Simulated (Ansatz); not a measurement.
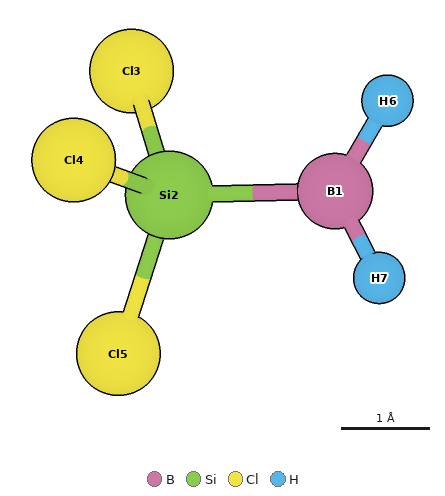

The structure as given in the input (ball-and-stick view, seen at a tilt; atoms are numbered from 1 in the order of the input).

**Run report: BSiH₂Cl₃, molecular dynamics (part 1 of 2)**

BSiH₂Cl₃, SMILES B[Si](Cl)(Cl)Cl, computed with RKS revPBE/def2-SVP (Ansatz 0.2.0).

The geometry comes from this level: PBE0-D4/def2-TZVP. Figures and captions count atoms from 1; the log counts them from 0 in places.

**The program's output**
```
Functional definition: revPBE
  name "revPBE"
  cite "Zhang & Yang, Phys. Rev. Lett. 80, 890 (1998) doi:10.1103/PhysRevLett.80.890"
  cite "Perdew, Burke & Ernzerhof, Phys. Rev. Lett. 77, 3865 (1996) doi:10.1103/PhysRevLett.77.3865"
  parameter kappa = 1.245
  parameter beta = 0.06672455060314922
  exchange = pbe_x(kappa = kappa, mu = beta*pi^2/3)
  correlation = pbe_c(beta = beta)
1051 factors; their error is unknown
mean field evaluation 1: about -46132.1735 eV, gradient 2.1e1 eV
mean field evaluation 2: about -46132.2862 eV, gradient 2.0e1 eV
mean field evaluation 4: about -46133.8104 eV, gradient 8.3e-1 eV
mean field evaluation 8: about -46133.7406 eV, gradient 2.3e-2 eV
mean field -46133.74059051 eV, -1695.3836961288 hartree, gradient 8.1e-5 eV, S^2 0.000000; 0 other end points of the search recorded, 0 dependent functions left out
the calculation of the forces begins
reference -46133.74062934 eV, -1695.3836975556 hartree; 36, 36 occupied and 60, 60 virtual orbitals, 1051 factors
md step     0: t =     0.00 fs  T =   300.0 K  F+E_penalty+E_count = -46133.74059051 eV  E_kin = 0.193890 eV  conserved = -46133.54670051 eV  (24 SCF iters)
these checks for a lower state are left out or cut short: starts, cluster_reference, orbital_swaps, neighbouring_geometries, increment
1051 factors; their error is unknown
mean field evaluation 16: about -46133.8149 eV, gradient 2.3e-3 eV
mean field -46133.74336176 eV, -1695.3837979703 hartree, gradient 8.5e-6 eV, S^2 0.000000; 0 other end points of the search recorded, 0 dependent functions left out
the calculation of the forces begins
reference -46133.74340059 eV, -1695.3837993973 hartree; 36, 36 occupied and 60, 60 virtual orbitals, 1051 factors
md step     1: t =     1.00 fs  T =   304.4 K  F+E_penalty+E_count = -46133.74336176 eV  E_kin = 0.196705 eV  conserved = -46133.54665666 eV  (28 SCF iters)
[... from here on the SCF iterations and repeated set-up lines of each step are left out, up to the last step ...]
md step     2: t =     2.00 fs  T =   312.2 K  F+E_penalty+E_count = -46133.74875074 eV  E_kin = 0.201764 eV  conserved = -46133.54698695 eV  (28 SCF iters)
md step     3: t =     3.00 fs  T =   316.7 K  F+E_penalty+E_count = -46133.75199929 eV  E_kin = 0.204656 eV  conserved = -46133.54734371 eV  (28 SCF iters)
md step     4: t =     4.00 fs  T =   310.5 K  F+E_penalty+E_count = -46133.74803328 eV  E_kin = 0.200670 eV  conserved = -46133.54736327 eV  (28 SCF iters)
md step     5: t =     5.00 fs  T =   293.6 K  F+E_penalty+E_count = -46133.73675693 eV  E_kin = 0.189728 eV  conserved = -46133.54702913 eV  (28 SCF iters)
md step     6: t =     6.00 fs  T =   273.5 K  F+E_penalty+E_count = -46133.72336538 eV  E_kin = 0.176748 eV  conserved = -46133.54661724 eV  (28 SCF iters)
md step     7: t =     7.00 fs  T =   259.7 K  F+E_penalty+E_count = -46133.71423888 eV  E_kin = 0.167817 eV  conserved = -46133.54642225 eV  (28 SCF iters)
md step     8: t =     8.00 fs  T =   256.6 K  F+E_penalty+E_count = -46133.71239838 eV  E_kin = 0.165831 eV  conserved = -46133.54656753 eV  (29 SCF iters)
md step     9: t =     9.00 fs  T =   260.9 K  F+E_penalty+E_count = -46133.71557107 eV  E_kin = 0.168617 eV  conserved = -46133.54695445 eV  (29 SCF iters)
md step    10: t =    10.00 fs  T =   263.8 K  F+E_penalty+E_count = -46133.71779927 eV  E_kin = 0.170496 eV  conserved = -46133.54730307 eV  (28 SCF iters)
md step    11: t =    11.00 fs  T =   257.7 K  F+E_penalty+E_count = -46133.71384622 eV  E_kin = 0.166540 eV  conserved = -46133.54730652 eV  (28 SCF iters)
md step    12: t =    12.00 fs  T =   242.9 K  F+E_penalty+E_count = -46133.70384873 eV  E_kin = 0.156958 eV  conserved = -46133.54689085 eV  (29 SCF iters)
md step    13: t =    13.00 fs  T =   228.7 K  F+E_penalty+E_count = -46133.69418499 eV  E_kin = 0.147785 eV  conserved = -46133.54639994 eV  (28 SCF iters)
md step    14: t =    14.00 fs  T =   225.6 K  F+E_penalty+E_count = -46133.69216714 eV  E_kin = 0.145826 eV  conserved = -46133.54634095 eV  (29 SCF iters)
md step    15: t =    15.00 fs  T =   235.0 K  F+E_penalty+E_count = -46133.69864731 eV  E_kin = 0.151853 eV  conserved = -46133.54679395 eV  (29 SCF iters)
md step    16: t =    16.00 fs  T =   247.0 K  F+E_penalty+E_count = -46133.70689824 eV  E_kin = 0.159611 eV  conserved = -46133.54728719 eV  (29 SCF iters)
md step    17: t =    17.00 fs  T =   250.8 K  F+E_penalty+E_count = -46133.70942945 eV  E_kin = 0.162064 eV  conserved = -46133.54736575 eV  (27 SCF iters)
md step    18: t =    18.00 fs  T =   244.1 K  F+E_penalty+E_count = -46133.70480329 eV  E_kin = 0.157774 eV  conserved = -46133.54702954 eV  (28 SCF iters)
md step    19: t =    19.00 fs  T =   234.1 K  F+E_penalty+E_count = -46133.69793010 eV  E_kin = 0.151328 eV  conserved = -46133.54660185 eV  (28 SCF iters)
md step    20: t =    20.00 fs  T =   230.4 K  F+E_penalty+E_count = -46133.69530126 eV  E_kin = 0.148898 eV  conserved = -46133.54640314 eV  (28 SCF iters)
md step    21: t =    21.00 fs  T =   237.4 K  F+E_penalty+E_count = -46133.69998471 eV  E_kin = 0.153422 eV  conserved = -46133.54656297 eV  (29 SCF iters)
md step    22: t =    22.00 fs  T =   251.5 K  F+E_penalty+E_count = -46133.70951256 eV  E_kin = 0.162531 eV  conserved = -46133.54698144 eV  (29 SCF iters)
md step    23: t =    23.00 fs  T =   263.2 K  F+E_penalty+E_count = -46133.71746105 eV  E_kin = 0.170091 eV  conserved = -46133.54737031 eV  (28 SCF iters)
md step    24: t =    24.00 fs  T =   263.9 K  F+E_penalty+E_count = -46133.71796949 eV  E_kin = 0.170565 eV  conserved = -46133.54740425 eV  (28 SCF iters)
md step    25: t =    25.00 fs  T =   253.2 K  F+E_penalty+E_count = -46133.71063254 eV  E_kin = 0.163630 eV  conserved = -46133.54700259 eV  (29 SCF iters)
md step    26: t =    26.00 fs  T =   239.7 K  F+E_penalty+E_count = -46133.70147005 eV  E_kin = 0.154944 eV  conserved = -46133.54652610 eV  (29 SCF iters)
md step    27: t =    27.00 fs  T =   233.6 K  F+E_penalty+E_count = -46133.69745753 eV  E_kin = 0.150969 eV  conserved = -46133.54648818 eV  (28 SCF iters)
md step    28: t =    28.00 fs  T =   235.5 K  F+E_penalty+E_count = -46133.69913461 eV  E_kin = 0.152194 eV  conserved = -46133.54694081 eV  (28 SCF iters)
md step    29: t =    29.00 fs  T =   235.9 K  F+E_penalty+E_count = -46133.69987607 eV  E_kin = 0.152477 eV  conserved = -46133.54739870 eV  (29 SCF iters)
these checks for a lower state are left out or cut short: starts, cluster_reference, orbital_swaps, neighbouring_geometries, increment
1051 factors; their error is unknown
mean field -46133.69285392 eV, -1695.3819418415 hartree, gradient 5.9e-6 eV, S^2 0.000000; 0 other end points of the search recorded, 0 dependent functions left out
the calculation of the forces begins
reference -46133.69289345 eV, -1695.3819432941 hartree; 36, 36 occupied and 60, 60 virtual orbitals, 1051 factors
1051 factors; their error is unknown
mean field evaluation 256: about -46133.6929 eV, gradient 7.2e-5 eV
mean field -46133.69285392 eV, -1695.3819418415 hartree, gradient 5.8e-6 eV, S^2 0.000000; 1 other end points of the search recorded, 0 dependent functions left out
the calculation of the forces begins
reference -46133.69289345 eV, -1695.3819432941 hartree; 36, 36 occupied and 60, 60 virtual orbitals, 1051 factors
md step    30: t =    30.00 fs  T =   225.0 K  F+E_penalty+E_count = -46133.69285392 eV  E_kin = 0.145423 eV  conserved = -46133.54743128 eV  (27 SCF iters)
```

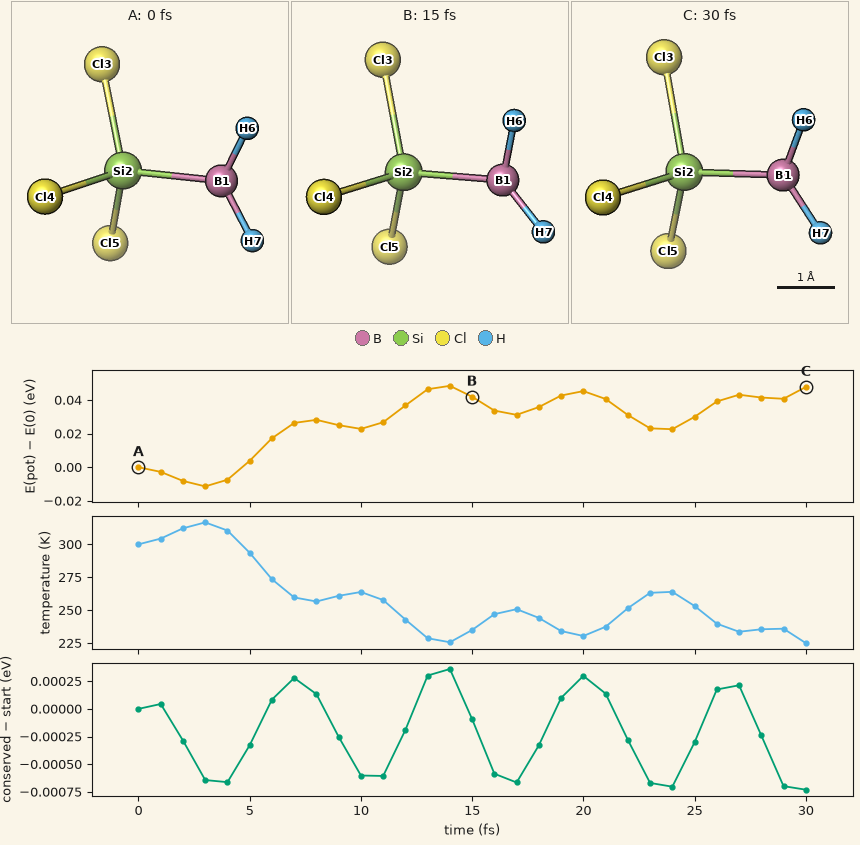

Frames of the molecular dynamics (ball-and-stick, seen at a tilt) above the curves, on which the letters mark them. The trajectory kept here has 31 frames over 30 fs. The temperature starts at 300 K, ranges from 225 to 317 K and averages 243 K over the second half. The potential energy ends 0.048 eV above its first value. The conserved quantity stays within 0.0011 eV. After an unweighted best fit of the last frame on the first, the root-mean-square displacement is 0.11 Å, and Cl5 has moved furthest (0.19 Å).

```
Total energy: -46133.69289345 eV, -1695.3819432941 hartree
Atom 0 at     0.163703     0.204314     1.277991 Å, force     0.226919     0.176708    -0.129353 eV/Å
Atom 1 at    -0.103612    -0.001460    -0.724624 Å, force    -0.603518    -0.317983    -0.281345 eV/Å
Atom 2 at    -2.009152     0.851519    -1.231434 Å, force     0.942697    -0.214086    -0.022118 eV/Å
Atom 3 at    -0.307000    -2.114266    -0.955555 Å, force     0.114601     0.592012     0.094399 eV/Å
Atom 4 at     1.469068     0.618338    -2.009929 Å, force    -0.681876    -0.078907     0.459023 eV/Å
Atom 5 at    -0.806441     0.223471     2.017652 Å, force     0.113617    -0.090226    -0.152897 eV/Å
Atom 6 at     1.295269     0.282689     1.723668 Å, force    -0.112441    -0.067518     0.032292 eV/Å
Dipole moment:     0.115185     0.104638     0.312752 e Å
```

**Trajectory as extended XYZ (Å, eV, eV/Å), 31 frames, from step=0 to step=30**
```
7
Properties=species:S:1:pos:R:3:forces:R:3 step=0 time_fs=0.0 energy=-46133.74059 temperature=300.0
B     0.2730    0.1726    1.2303   -0.0647   0.0319  -0.3260
Si   -0.1377   -0.0426   -0.7126    0.1234   0.1732   0.5513
Cl   -1.8854    0.8363   -1.2944   -0.7399   0.3757  -0.2266
Cl   -0.3103   -2.0724   -0.9414   -0.0623  -0.8484  -0.0480
Cl    1.3339    0.6369   -1.9528    0.6311   0.2906  -0.5070
H    -0.6162    0.2633    2.0192   -0.3876   0.0161   0.3689
H     1.4040    0.1379    1.6059    0.5000  -0.0391   0.1874
7
Properties=species:S:1:pos:R:3:forces:R:3 step=1 time_fs=1.0 energy=-46133.74336 temperature=304.4
B     0.2744    0.1750    1.2281   -0.2780   0.0096  -0.2280
Si   -0.1349   -0.0417   -0.7142    0.0625   0.1851   0.5317
Cl   -1.8903    0.8368   -1.2923   -0.6345   0.3323  -0.1934
Cl   -0.3102   -2.0725   -0.9420   -0.0630  -0.8197  -0.0415
Cl    1.3368    0.6353   -1.9529    0.6393   0.3030  -0.5376
H    -0.6321    0.2579    2.0043   -0.3321   0.0207   0.2990
H     1.3886    0.1379    1.6396    0.6057  -0.0311   0.1698
7
Properties=species:S:1:pos:R:3:forces:R:3 step=2 time_fs=2.0 energy=-46133.74875 temperature=312.2
B     0.2756    0.1775    1.2257   -0.3966  -0.0136   0.0017
Si   -0.1321   -0.0407   -0.7156   -0.0004   0.1928   0.4984
Cl   -1.8954    0.8373   -1.2903   -0.5256   0.2880  -0.1596
Cl   -0.3100   -2.0728   -0.9426   -0.0626  -0.7834  -0.0331
Cl    1.3400    0.6337   -1.9532    0.6421   0.3129  -0.5625
H    -0.6513    0.2527    1.9923   -0.1886   0.0197   0.1644
H     1.3790    0.1377    1.6749    0.5316  -0.0164   0.0907
7
Properties=species:S:1:pos:R:3:forces:R:3 step=3 time_fs=3.0 energy=-46133.75200 temperature=316.7
B     0.2764    0.1800    1.2233   -0.4126  -0.0416   0.3195
Si   -0.1293   -0.0397   -0.7168   -0.0644   0.1964   0.4544
Cl   -1.9006    0.8379   -1.2883   -0.4151   0.2434  -0.1260
Cl   -0.3098   -2.0734   -0.9432   -0.0609  -0.7403  -0.0234
Cl    1.3433    0.6322   -1.9536    0.6396   0.3203  -0.5814
H    -0.6722    0.2477    1.9819   -0.0003   0.0177   0.0078
H     1.3745    0.1373    1.7111    0.3136   0.0043  -0.0509
7
Properties=species:S:1:pos:R:3:forces:R:3 step=4 time_fs=4.0 energy=-46133.74803 temperature=310.5
B     0.2769    0.1824    1.2212   -0.3585  -0.0747   0.6566
Si   -0.1265   -0.0386   -0.7179   -0.1280   0.1962   0.4051
Cl   -1.9059    0.8386   -1.2863   -0.3049   0.1993  -0.0936
Cl   -0.3097   -2.0741   -0.9438   -0.0582  -0.6919  -0.0129
Cl    1.3468    0.6308   -1.9541    0.6321   0.3250  -0.5946
H    -0.6931    0.2429    1.9716    0.1853   0.0181  -0.1309
H     1.3730    0.1369    1.7468    0.0322   0.0280  -0.2297
7
Properties=species:S:1:pos:R:3:forces:R:3 step=5 time_fs=5.0 energy=-46133.73676 temperature=293.6
B     0.2770    0.1848    1.2197   -0.2798  -0.1106   0.9438
Si   -0.1238   -0.0375   -0.7188   -0.1890   0.1929   0.3565
Cl   -1.9113    0.8394   -1.2844   -0.1965   0.1563  -0.0630
Cl   -0.3096   -2.0751   -0.9445   -0.0546  -0.6395  -0.0024
Cl    1.3504    0.6295   -1.9549    0.6197   0.3273  -0.6025
H    -0.7123    0.2382    1.9600    0.3300   0.0223  -0.2242
H     1.3718    0.1368    1.7803   -0.2298   0.0512  -0.4081
7
Properties=species:S:1:pos:R:3:forces:R:3 step=6 time_fs=6.0 energy=-46133.72336 temperature=273.5
B     0.2769    0.1870    1.2191   -0.2111  -0.1458   1.1290
Si   -0.1211   -0.0362   -0.7196   -0.2451   0.1874   0.3143
Cl   -1.9168    0.8401   -1.2825   -0.0913   0.1149  -0.0348
Cl   -0.3095   -2.0762   -0.9451   -0.0505  -0.5843   0.0076
Cl    1.3542    0.6283   -1.9558    0.6029   0.3273  -0.6058
H    -0.7283    0.2337    1.9462    0.4092   0.0301  -0.2585
H     1.3685    0.1372    1.8099   -0.4141   0.0704  -0.5517
7
Properties=species:S:1:pos:R:3:forces:R:3 step=7 time_fs=7.0 energy=-46133.71424 temperature=259.7
B     0.2766    0.1892    1.2194   -0.1715  -0.1772   1.1824
Si   -0.1185   -0.0350   -0.7203   -0.2947   0.1802   0.2823
Cl   -1.9223    0.8410   -1.2806    0.0096   0.0755  -0.0092
Cl   -0.3094   -2.0775   -0.9457   -0.0459  -0.5273   0.0166
Cl    1.3582    0.6272   -1.9568    0.5819   0.3250  -0.6049
H    -0.7403    0.2295    1.9300    0.4113   0.0403  -0.2309
H     1.3611    0.1383    1.8342   -0.4906   0.0835  -0.6362
7
Properties=species:S:1:pos:R:3:forces:R:3 step=8 time_fs=8.0 energy=-46133.71240 temperature=256.6
B     0.2761    0.1912    1.2208   -0.1706  -0.2022   1.0944
Si   -0.1161   -0.0336   -0.7210   -0.3368   0.1716   0.2619
Cl   -1.9278    0.8418   -1.2787    0.1057   0.0382   0.0138
Cl   -0.3093   -2.0789   -0.9463   -0.0412  -0.4694   0.0245
Cl    1.3624    0.6261   -1.9580    0.5569   0.3205  -0.6000
H    -0.7485    0.2258    1.9116    0.3351   0.0515  -0.1470
H     1.3491    0.1402    1.8524   -0.4491   0.0896  -0.6475
7
Properties=species:S:1:pos:R:3:forces:R:3 step=9 time_fs=9.0 energy=-46133.71557 temperature=260.9
B     0.2755    0.1930    1.2232   -0.2159  -0.2189   0.8737
Si   -0.1137   -0.0322   -0.7215   -0.3714   0.1618   0.2518
Cl   -1.9332    0.8426   -1.2768    0.1968   0.0033   0.0343
Cl   -0.3092   -2.0804   -0.9469   -0.0362  -0.4108   0.0313
Cl    1.3667    0.6252   -1.9594    0.5278   0.3140  -0.5911
H    -0.7534    0.2225    1.8917    0.1916   0.0621  -0.0196
H     1.3327    0.1429    1.8644   -0.2926   0.0885  -0.5804
7
Properties=species:S:1:pos:R:3:forces:R:3 step=10 time_fs=10.0 energy=-46133.71780 temperature=263.8
B     0.2747    0.1946    1.2264   -0.3149  -0.2263   0.5487
Si   -0.1114   -0.0307   -0.7219   -0.3994   0.1501   0.2484
Cl   -1.9386    0.8435   -1.2749    0.2827  -0.0294   0.0524
Cl   -0.3091   -2.0821   -0.9475   -0.0311  -0.3516   0.0373
Cl    1.3711    0.6243   -1.9610    0.4947   0.3055  -0.5776
H    -0.7565    0.2198    1.8717    0.0058   0.0706   0.1306
H     1.3136    0.1465    1.8709   -0.0378   0.0811  -0.4399
```
